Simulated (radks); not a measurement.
# Br with its nuclear charge varied continuously

Aim: the energy of 35 electrons in [Ar] 3d10 4s2 4p5 as the nuclear charge moves through non-integer values, and a test of dE/dZ = E(electron-nucleus)/Z.

The numbers are computed with radks (a radial shooting solver on a logarithmic mesh, Libxc functionals) version 1 (scalar-relativistic Kohn-Sham, PBEsol, spin-unpolarised, spherical densities, finite nucleus), except any that are marked as measured or tabulated.

## (1) Starting point

```
element            : bromine (Z = 35)
charge             : 0
electrons          : 35
configuration      : [Ar] 3d10 4s2 4p5
nuclear rms radius : 4.1629 fm
```

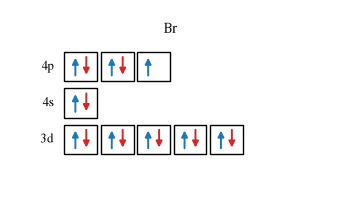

The shells outside the core, filled by Hund's rule for the drawing.

In the logs a row gives level, spin channel, occupation and eigenvalue; Etot, Ekin, Encl (electron-nucleus), Eh (Hartree) and Exc are energies, all in hartree; err is the last residual, it the number of iterations.

## (2) Z = 35

Settings of this run:

```text
Z 35
configuration [Ar] 3d10 4s2 4p5
relativity scalar-relativistic
functional pbe_sol,pbe_sol
spin unpolarised
nucleus finite rms 4.1629 fm
c 137.035999084
```

The log of the run:

```text
1s      1   2.0000        -489.05155250
2s      1   2.0000         -63.64240344
2p      1   6.0000         -56.14776715
3s      1   2.0000          -8.73268360
3p      1   6.0000          -6.36705886
3d      1  10.0000          -2.45165086
4s      1   2.0000          -0.73989153
4p      1   5.0000          -0.28867695
Etot -2604.6688276351133
Ekin 2660.7332269141248
Encl -6282.566090648546
Eh 1107.5030667928067
Exc -90.33903069349861
err 3.650203800833153e-09
it 14
```

The top filled level is 4p, -7.855 eV.

Sizes of the orbitals, from the radial functions (bohr):

| level | occupation | energy (eV) | <r> | outermost maximum (interpolated) | 90 % within | nodes |
| --- | --- | --- | --- | --- | --- | --- |
| 1s | 2 | -13307.8 | 0.04277 | 0.0279 | 0.0765 | 0 |
| 2s | 2 | -1731.8 | 0.1897 | 0.159 | 0.293 | 1 |
| 2p | 6 | -1527.9 | 0.1655 | 0.127 | 0.270 | 0 |
| 3s | 2 | -237.63 | 0.5519 | 0.484 | 0.822 | 2 |
| 3p | 6 | -173.26 | 0.5645 | 0.481 | 0.862 | 1 |
| 3d | 10 | -66.713 | 0.5906 | 0.431 | 0.974 | 0 |
| 4s | 2 | -20.133 | 1.674 | 1.42 | 2.50 | 3 |
| 4p | 5 | -7.855 | 2.102 | 1.67 | 3.26 | 2 |

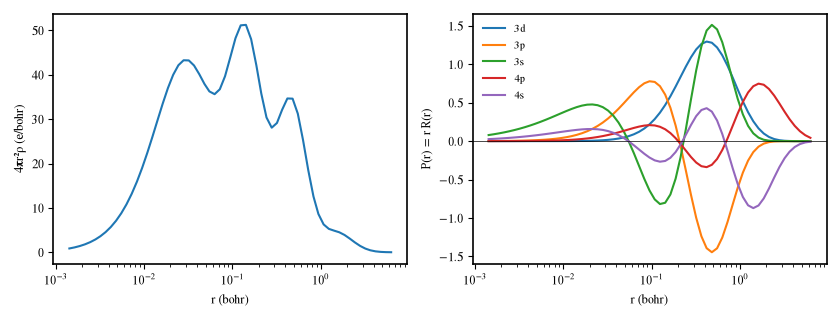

Radial density (left) and radial functions of outer levels (right).

## (3) Z = 34.75

Settings, as their differences from step 2:

```diff
@@ -1,2 +1,2 @@
-Z 35
+Z 34.75
 configuration [Ar] 3d10 4s2 4p5
```

The log of the run:

```text
1s      1   2.0000        -481.40063099
2s      1   2.0000         -62.37728193
2p      1   6.0000         -54.98476222
3s      1   2.0000          -8.41286484
3p      1   6.0000          -6.08486744
3d      1  10.0000          -2.23333156
4s      1   2.0000          -0.62951758
4p      1   5.0000          -0.19772746
Etot -2559.9423000277
Ekin 2614.25504340058
Encl -6177.316279128653
Eh 1092.4624029096885
Exc -89.34346720931536
err 1.3110734931882677e-09
it 14
```

E − E(step 2, Z = 35) = +1217.1 eV. The top filled level is 4p, -5.380 eV.

## (4) Z = 35.25

Settings, as their differences from step 3:

```diff
@@ -1,2 +1,2 @@
-Z 34.75
+Z 35.25
 configuration [Ar] 3d10 4s2 4p5
```

The log of the run:

```text
1s      1   2.0000        -496.77442818
2s      1   2.0000         -64.92865742
2p      1   6.0000         -57.33076752
3s      1   2.0000          -9.06397354
3p      1   6.0000          -6.66037972
3d      1  10.0000          -2.68085209
4s      1   2.0000          -0.85745326
4p      1   5.0000          -0.38662243
Etot -2649.8312267630504
Ekin 2707.690669828402
Encl -6388.614934354411
Eh 1122.424649778258
Exc -91.33161201529889
err 3.255933736193231e-09
it 14
```

E − E(step 2, Z = 35) = -1228.9 eV. Highest occupied level: 4p at -10.521 eV.

## (5) Z = 35.5

Settings, as their differences from step 4:

```diff
@@ -1,2 +1,2 @@
-Z 35.25
+Z 35.5
 configuration [Ar] 3d10 4s2 4p5
```

The log of the run:

```text
1s      1   2.0000        -504.56879235
2s      1   2.0000         -66.23549109
2p      1   6.0000         -58.53319549
3s      1   2.0000          -9.40614293
3p      1   6.0000          -6.96423681
3d      1  10.0000          -2.92034479
4s      1   2.0000          -0.98168506
4p      1   5.0000          -0.49109554
Etot -2695.4291123325816
Ekin 2755.127671292581
Encl -6495.481437442055
Eh 1137.246395562125
Exc -92.32174174523297
err 6.171249280774562e-09
it 13
```

E − E(step 2, Z = 35) = -2469.7 eV. The top filled level is 4p, -13.363 eV.

## (6) Z = 35.75

Settings, as their differences from step 5:

```diff
@@ -1,2 +1,2 @@
-Z 35.5
+Z 35.75
 configuration [Ar] 3d10 4s2 4p5
```

The log of the run:

```text
1s      1   2.0000        -512.43432309
2s      1   2.0000         -67.56249655
2p      1   6.0000         -59.75462773
3s      1   2.0000          -9.75874671
3p      1   6.0000          -7.27818359
3d      1  10.0000          -3.16968516
4s      1   2.0000          -1.11220745
4p      1   5.0000          -0.60174712
Etot -2741.462222200149
Ekin 2803.0446799388574
Encl -6603.179758365487
Eh 1151.9826738395814
Exc -93.30981761310069
err 2.139362427410145e-09
it 14
```

Energy against step 2 (Z = 35): -3722.3 eV. 4p is the highest filled level (-16.374 eV).

## (7) Z = 36

Settings, as their differences from step 6:

```diff
@@ -1,2 +1,2 @@
-Z 35.75
+Z 36
 configuration [Ar] 3d10 4s2 4p5
```

The log of the run:

```text
1s      1   2.0000        -520.37079286
2s      1   2.0000         -68.90936110
2p      1   6.0000         -60.99473571
3s      1   2.0000         -10.12143648
3p      1   6.0000          -7.60187010
3d      1  10.0000          -3.42852592
4s      1   2.0000          -1.24873014
4p      1   5.0000          -0.71830580
Etot -2787.930388659548
Ekin 2851.4422581704657
Encl -6711.721166005103
Eh 1166.6446694440242
Exc -94.29615026893437
err 1.916883465517294e-09
it 14
```

Energy against step 2 (Z = 35): -4986.8 eV. The top filled level is 4p, -19.546 eV.

## (8) Results

| Z | E (hartree) | E(electron-nucleus)/Z (hartree) | highest level | its energy (eV) | <r> (bohr) |
| --- | --- | --- | --- | --- | --- |
| 34.75 | -2559.94230 | -177.764 | 4p | -5.380 | 2.195 |
| 35 | -2604.66883 | -179.502 | 4p | -7.855 | 2.102 |
| 35.25 | -2649.83123 | -181.237 | 4p | -10.521 | 2.021 |
| 35.5 | -2695.42911 | -182.971 | 4p | -13.363 | 1.949 |
| 35.75 | -2741.46222 | -184.704 | 4p | -16.374 | 1.885 |
| 36 | -2787.93039 | -186.437 | 4p | -19.546 | 1.826 |

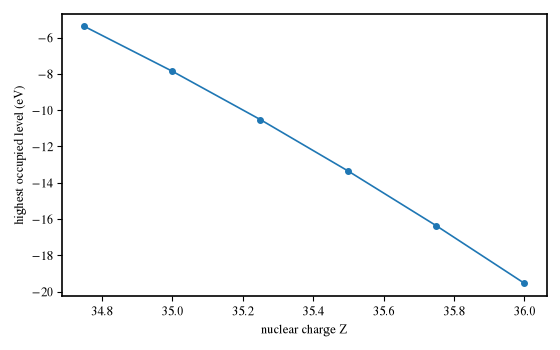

The highest occupied level against the nuclear charge.

What this shows: At Z = 35 the central difference of E is -179.778 hartree, against -179.502 from the Hellmann-Feynman theorem; the scalar-relativistic energy here is not variational, so the two differ by a part that grows with Z. The top level goes from -5.380 eV at Z = 34.75 to -19.546 eV at Z = 36.
